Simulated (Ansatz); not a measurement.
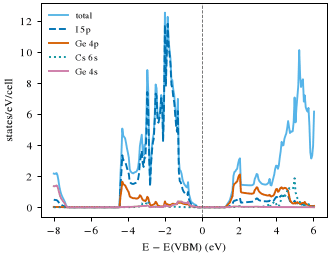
Total and projected density of states of CsGeI3 in space group R3m (No. 160; Cs on 3a, Ge on 3a, I on 9b), plane-wave PAW r²SCAN (Ansatz code)

**Question.** Which orbitals carry the states next to the gap?

**Answer.** Top 1 eV of the valence band: I 5p 61 %, Ge 4s 21 %, Ge 4p 15 %. Bottom 1 eV of the conduction band: Ge 4p 67 %, I 5p 19 %, I 5s 5 %, outside the projected shells 6 %. Projections are on Löwdin-orthogonalised atomic valence shells; empty p or d shells of many metals are not among them.

**Question.** Where is the tallest occupied peak in this window, and what makes it?

**Answer.** Near -2.0 eV, about 13 states/eV per cell; the largest projected share is I 5p.

The workflow started from a Materials Project entry (that database holds measured and hypothetical structures alike); the Crystallography Open Database files this formula in space group No. 160, but the cells were not matched. Whether it is the stable phase at ambient conditions was not checked. The cell was relaxed with r²SCAN under the symmetry of its start; of distortions, only those at the zone centre were tested. Spin–orbit coupling is left out wherever it is not named.

Potentials: the later of the program's two PAW sets.
